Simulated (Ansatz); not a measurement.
## Molecular dynamics of C3H11NO3Ti (part 1 of 2)

- system: C3H11NO3Ti
- method: RKS BLYP/6-31G* (Ansatz 0.2.0)

The geometry comes from this level: PBE0-D4/def2-TZVP. Figures and captions count atoms from 1; the log counts them from 0 in places.

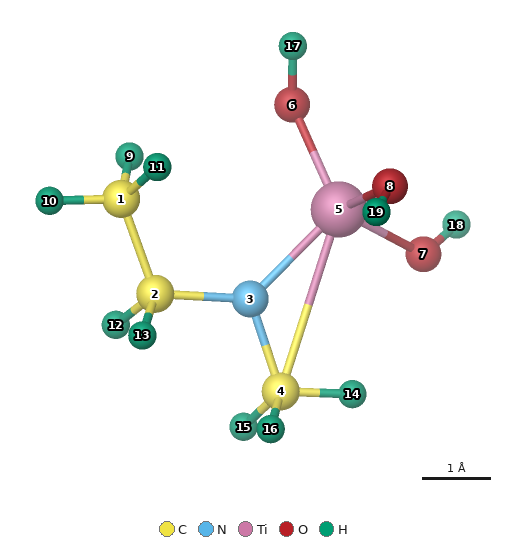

*The starting structure (ball-and-stick view, seen at a tilt; atoms are numbered from 1 in the order of the input). Sticks mark near contacts.*

Key numbers

| quantity | value |
| --- | --- |
| outcome | finished |
| mean temperature over the second half | 408 K |
| trajectory | 50 steps, 25 fs |
| ensemble | nvt_nose_hoover |
| temperature in the input | 700 K |
| time step | 0.5 fs |
| potential energy (last step) | −34036.3831 eV |
| SCF solution under orbital rotations (last step) | stable |
| largest force (length of the vector) (last step) | 3.878 eV/Å |
| dipole moment (last step) | 1.37 D |
| hardware | 4 CPU threads, shared host |
| wall time | 2.2 min (CPU time 8.3 min) |
| peak memory | 0.86 GiB |

Notes

So short a trajectory is not equilibrated. The temperature stays far from the 700 K of the thermostat over the second half: the run isn't equilibrated.

Input file
```yaml
crystal:
  periodic: [false, false, false]
  atoms:
    - {symbol: C, position_ang: [-2.157958, 0.435512, 0.114371]}
    - {symbol: C, position_ang: [-1.317793, -0.452603, -0.777959]}
    - {symbol: N, position_ang: [0.098656, -0.403131, -0.500694]}
    - {symbol: C, position_ang: [0.844511, -1.339755, -1.313603]}
    - {symbol: Ti, position_ang: [1.105458, 0.605293, 0.725831]}
    - {symbol: O, position_ang: [0.347270, 2.204804, 1.085802]}
    - {symbol: O, position_ang: [2.771885, 0.798717, 0.032643]}
    - {symbol: O, position_ang: [1.198847, -0.314711, 2.290146]}
    - {symbol: H, position_ang: [-1.883672, 1.485017, 0.001934]}
    - {symbol: H, position_ang: [-3.213946, 0.323768, -0.139875]}
    - {symbol: H, position_ang: [-2.036602, 0.164989, 1.167338]}
    - {symbol: H, position_ang: [-1.491510, -0.181029, -1.831267]}
    - {symbol: H, position_ang: [-1.658945, -1.495530, -0.677635]}
    - {symbol: H, position_ang: [1.914153, -1.280699, -1.101460]}
    - {symbol: H, position_ang: [0.709114, -1.130568, -2.383922]}
    - {symbol: H, position_ang: [0.515448, -2.372646, -1.131436]}
    - {symbol: H, position_ang: [0.042075, 2.553881, 1.923650]}
    - {symbol: H, position_ang: [3.359183, 1.554323, 0.056509]}
    - {symbol: H, position_ang: [0.811828, -1.160133, 2.516126]}
basis:
  gaussian: {orbitals: "6-31G*"}
hamiltonian: {xc: {name: BLYP}}
md: {timestep: 0.5 fs, n_steps: 50, ensemble: nvt_nose_hoover, temperature: 700, initial_velocities: maxwell_boltzmann, seed: 21}
```

Run as:
```bash
ansatz run in.yaml --threads 4 --pin off --events-out ev --progress --plain --max-ram 66560MiB --backend cpu
```

The program's output
```
Functional definition: BLYP
  name "BLYP"
  cite "Becke, Phys. Rev. A 38, 3098 (1988) doi:10.1103/PhysRevA.38.3098"
  cite "Lee, Yang & Parr, Phys. Rev. B 37, 785 (1988) doi:10.1103/PhysRevB.37.785"
  parameter beta = 0.0042
  parameter a = 0.04918
  parameter b = 0.132
  parameter c = 0.2533
  parameter d = 0.349
  exchange = b88_x(beta = beta)
  correlation = lyp_c(a = a, b = b, c = c, d = d)
1988 factors; their error is unknown
mean field evaluation 1: about -34003.3742 eV, gradient 1.3e2 eV
mean field evaluation 2: about -33456.8734 eV, gradient 5.2e2 eV
mean field evaluation 4: about -33993.7178 eV, gradient 1.7e2 eV
mean field evaluation 8: about -34037.3307 eV, gradient 4.8e0 eV
mean field evaluation 16: about -34037.2630 eV, gradient 1.4e-1 eV
mean field -34037.26301939 eV, -1250.8463446771 hartree, gradient 2.6e-5 eV, S^2 0.000000; 0 other end points of the search recorded, 0 dependent functions left out
the calculation of the forces begins
reference -34037.26352614 eV, -1250.8463632999 hartree; 41, 41 occupied and 122, 122 virtual orbitals, 1988 factors
md step     0: t =     0.00 fs  T =   700.0 K  F+E_penalty+E_count = -34037.26301939 eV  E_kin = 1.538194 eV  conserved = -34035.72482540 eV  (37 SCF iters)
these checks for a lower state are left out or cut short: starts, cluster_reference, orbital_swaps, neighbouring_geometries, increment
1988 factors; their error is unknown
mean field evaluation 32: about -34037.2310 eV, gradient 8.9e-6 eV
mean field -34037.23098216 eV, -1250.8451673306 hartree, gradient 8.9e-6 eV, S^2 0.000000; 0 other end points of the search recorded, 0 dependent functions left out
the calculation of the forces begins
reference -34037.23148874 eV, -1250.8451859470 hartree; 41, 41 occupied and 122, 122 virtual orbitals, 1988 factors
md step     1: t =     0.50 fs  T =   685.9 K  F+E_penalty+E_count = -34037.23098216 eV  E_kin = 1.507278 eV  conserved = -34035.72370447 eV  (36 SCF iters)
[... from here on the SCF iterations and repeated set-up lines of each step are left out, up to the last step ...]
md step     2: t =     1.00 fs  T =   647.3 K  F+E_penalty+E_count = -34037.14374523 eV  E_kin = 1.422316 eV  conserved = -34035.72143131 eV  (37 SCF iters)
md step     3: t =     1.50 fs  T =   598.9 K  F+E_penalty+E_count = -34037.03526470 eV  E_kin = 1.316006 eV  conserved = -34035.71926821 eV  (37 SCF iters)
md step     4: t =     2.00 fs  T =   555.2 K  F+E_penalty+E_count = -34036.93827481 eV  E_kin = 1.220089 eV  conserved = -34035.71821090 eV  (37 SCF iters)
md step     5: t =     2.50 fs  T =   523.8 K  F+E_penalty+E_count = -34036.86933771 eV  E_kin = 1.151032 eV  conserved = -34035.71835681 eV  (37 SCF iters)
md step     6: t =     3.00 fs  T =   504.2 K  F+E_penalty+E_count = -34036.82685959 eV  E_kin = 1.107852 eV  conserved = -34035.71909839 eV  (38 SCF iters)
md step     7: t =     3.50 fs  T =   491.5 K  F+E_penalty+E_count = -34036.79961175 eV  E_kin = 1.079958 eV  conserved = -34035.71979834 eV  (37 SCF iters)
md step     8: t =     4.00 fs  T =   480.7 K  F+E_penalty+E_count = -34036.77624869 eV  E_kin = 1.056257 eV  conserved = -34035.72020457 eV  (37 SCF iters)
md step     9: t =     4.50 fs  T =   468.5 K  F+E_penalty+E_count = -34036.74955594 eV  E_kin = 1.029458 eV  conserved = -34035.72039377 eV  (38 SCF iters)
md step    10: t =     5.00 fs  T =   453.1 K  F+E_penalty+E_count = -34036.71581890 eV  E_kin = 0.995695 eV  conserved = -34035.72051681 eV  (38 SCF iters)
md step    11: t =     5.50 fs  T =   433.6 K  F+E_penalty+E_count = -34036.67294627 eV  E_kin = 0.952867 eV  conserved = -34035.72058324 eV  (37 SCF iters)
md step    12: t =     6.00 fs  T =   409.9 K  F+E_penalty+E_count = -34036.62048989 eV  E_kin = 0.900700 eV  conserved = -34035.72041665 eV  (36 SCF iters)
md step    13: t =     6.50 fs  T =   383.7 K  F+E_penalty+E_count = -34036.56215566 eV  E_kin = 0.843091 eV  conserved = -34035.71982540 eV  (38 SCF iters)
md step    14: t =     7.00 fs  T =   359.6 K  F+E_penalty+E_count = -34036.50821062 eV  E_kin = 0.790213 eV  conserved = -34035.71890283 eV  (38 SCF iters)
md step    15: t =     7.50 fs  T =   344.3 K  F+E_penalty+E_count = -34036.47359082 eV  E_kin = 0.756519 eV  conserved = -34035.71813204 eV  (38 SCF iters)
md step    16: t =     8.00 fs  T =   343.0 K  F+E_penalty+E_count = -34036.47055822 eV  E_kin = 0.753749 eV  conserved = -34035.71803960 eV  (38 SCF iters)
md step    17: t =     8.50 fs  T =   356.6 K  F+E_penalty+E_count = -34036.50098940 eV  E_kin = 0.783705 eV  conserved = -34035.71870866 eV  (38 SCF iters)
md step    18: t =     9.00 fs  T =   380.9 K  F+E_penalty+E_count = -34036.55514135 eV  E_kin = 0.837074 eV  conserved = -34035.71971562 eV  (38 SCF iters)
md step    19: t =     9.50 fs  T =   409.2 K  F+E_penalty+E_count = -34036.61780401 eV  E_kin = 0.899181 eV  conserved = -34035.72053138 eV  (28 SCF iters)
md step    20: t =    10.00 fs  T =   435.7 K  F+E_penalty+E_count = -34036.67608127 eV  E_kin = 0.957318 eV  conserved = -34035.72096834 eV  (38 SCF iters)
md step    21: t =    10.50 fs  T =   456.7 K  F+E_penalty+E_count = -34036.72231194 eV  E_kin = 1.003598 eV  conserved = -34035.72125165 eV  (38 SCF iters)
md step    22: t =    11.00 fs  T =   469.9 K  F+E_penalty+E_count = -34036.75122249 eV  E_kin = 1.032534 eV  conserved = -34035.72158881 eV  (38 SCF iters)
md step    23: t =    11.50 fs  T =   472.8 K  F+E_penalty+E_count = -34036.75733504 eV  E_kin = 1.038857 eV  conserved = -34035.72176514 eV  (37 SCF iters)
md step    24: t =    12.00 fs  T =   464.4 K  F+E_penalty+E_count = -34036.73805587 eV  E_kin = 1.020374 eV  conserved = -34035.72137056 eV  (38 SCF iters)
md step    25: t =    12.50 fs  T =   447.4 K  F+E_penalty+E_count = -34036.69934376 eV  E_kin = 0.983091 eV  conserved = -34035.72034924 eV  (38 SCF iters)
md step    26: t =    13.00 fs  T =   428.6 K  F+E_penalty+E_count = -34036.65637377 eV  E_kin = 0.941715 eV  conserved = -34035.71916441 eV  (38 SCF iters)
md step    27: t =    13.50 fs  T =   415.6 K  F+E_penalty+E_count = -34036.62674807 eV  E_kin = 0.913210 eV  conserved = -34035.71845676 eV  (38 SCF iters)
md step    28: t =    14.00 fs  T =   413.1 K  F+E_penalty+E_count = -34036.62104196 eV  E_kin = 0.907803 eV  conserved = -34035.71858107 eV  (38 SCF iters)
md step    29: t =    14.50 fs  T =   420.5 K  F+E_penalty+E_count = -34036.63749854 eV  E_kin = 0.923908 eV  conserved = -34035.71937817 eV  (38 SCF iters)
md step    30: t =    15.00 fs  T =   432.4 K  F+E_penalty+E_count = -34036.66428002 eV  E_kin = 0.950226 eV  conserved = -34035.72031577 eV  (38 SCF iters)
md step    31: t =    15.50 fs  T =   442.9 K  F+E_penalty+E_count = -34036.68732384 eV  E_kin = 0.973237 eV  conserved = -34035.72085434 eV  (38 SCF iters)
md step    32: t =    16.00 fs  T =   448.2 K  F+E_penalty+E_count = -34036.69833495 eV  E_kin = 0.984816 eV  conserved = -34035.72082054 eV  (38 SCF iters)
md step    33: t =    16.50 fs  T =   448.1 K  F+E_penalty+E_count = -34036.69735249 eV  E_kin = 0.984665 eV  conserved = -34035.72054367 eV  (38 SCF iters)
md step    34: t =    17.00 fs  T =   444.1 K  F+E_penalty+E_count = -34036.68806897 eV  E_kin = 0.975959 eV  conserved = -34035.72053605 eV  (28 SCF iters)
md step    35: t =    17.50 fs  T =   436.4 K  F+E_penalty+E_count = -34036.67072328 eV  E_kin = 0.958854 eV  conserved = -34035.72087652 eV  (38 SCF iters)
md step    36: t =    18.00 fs  T =   423.1 K  F+E_penalty+E_count = -34036.64116762 eV  E_kin = 0.929750 eV  conserved = -34035.72101009 eV  (38 SCF iters)
md step    37: t =    18.50 fs  T =   404.3 K  F+E_penalty+E_count = -34036.59865008 eV  E_kin = 0.888478 eV  conserved = -34035.72034659 eV  (38 SCF iters)
md step    38: t =    19.00 fs  T =   384.8 K  F+E_penalty+E_count = -34036.55384241 eV  E_kin = 0.845562 eV  conserved = -34035.71902920 eV  (38 SCF iters)
md step    39: t =    19.50 fs  T =   373.0 K  F+E_penalty+E_count = -34036.52639415 eV  E_kin = 0.819741 eV  conserved = -34035.71797168 eV  (38 SCF iters)
md step    40: t =    20.00 fs  T =   375.7 K  F+E_penalty+E_count = -34036.53166300 eV  E_kin = 0.825526 eV  conserved = -34035.71803848 eV  (38 SCF iters)
md step    41: t =    20.50 fs  T =   392.1 K  F+E_penalty+E_count = -34036.56827625 eV  E_kin = 0.861568 eV  conserved = -34035.71922871 eV  (38 SCF iters)
md step    42: t =    21.00 fs  T =   414.3 K  F+E_penalty+E_count = -34036.61802049 eV  E_kin = 0.910444 eV  conserved = -34035.72076542 eV  (38 SCF iters)
md step    43: t =    21.50 fs  T =   431.9 K  F+E_penalty+E_count = -34036.65706521 eV  E_kin = 0.949132 eV  conserved = -34035.72184444 eV  (38 SCF iters)
md step    44: t =    22.00 fs  T =   437.2 K  F+E_penalty+E_count = -34036.66810342 eV  E_kin = 0.960640 eV  conserved = -34035.72213575 eV  (38 SCF iters)
md step    45: t =    22.50 fs  T =   427.6 K  F+E_penalty+E_count = -34036.64585742 eV  E_kin = 0.939564 eV  conserved = -34035.72174069 eV  (38 SCF iters)
md step    46: t =    23.00 fs  T =   405.6 K  F+E_penalty+E_count = -34036.59600371 eV  E_kin = 0.891277 eV  conserved = -34035.72093941 eV  (38 SCF iters)
md step    47: t =    23.50 fs  T =   376.8 K  F+E_penalty+E_count = -34036.53100433 eV  E_kin = 0.827934 eV  conserved = -34035.72002127 eV  (38 SCF iters)
md step    48: t =    24.00 fs  T =   347.7 K  F+E_penalty+E_count = -34036.46553835 eV  E_kin = 0.763978 eV  conserved = -34035.71921329 eV  (38 SCF iters)
md step    49: t =    24.50 fs  T =   324.3 K  F+E_penalty+E_count = -34036.41283582 eV  E_kin = 0.712522 eV  conserved = -34035.71863733 eV  (28 SCF iters)
these checks for a lower state are left out or cut short: starts, cluster_reference, orbital_swaps, neighbouring_geometries, increment
1988 factors; their error is unknown
mean field -34036.38258806 eV, -1250.8139894224 hartree, gradient 1.4e-5 eV, S^2 0.000000; 0 other end points of the search recorded, 0 dependent functions left out
the calculation of the forces begins
reference -34036.38310131 eV, -1250.8140082839 hartree; 41, 41 occupied and 122, 122 virtual orbitals, 1988 factors
1988 factors; their error is unknown
mean field evaluation 416: about -33999.0351 eV, gradient 1.5e2 eV
mean field -34036.38258806 eV, -1250.8139894224 hartree, gradient 4.1e-5 eV, S^2 0.000000; 1 other end points of the search recorded, 0 dependent functions left out
the calculation of the forces begins
reference -34036.38310131 eV, -1250.8140082839 hartree; 41, 41 occupied and 122, 122 virtual orbitals, 1988 factors
md step    50: t =    25.00 fs  T =   310.9 K  F+E_penalty+E_count = -34036.38258806 eV  E_kin = 0.683248 eV  conserved = -34035.71831761 eV  (28 SCF iters)
```
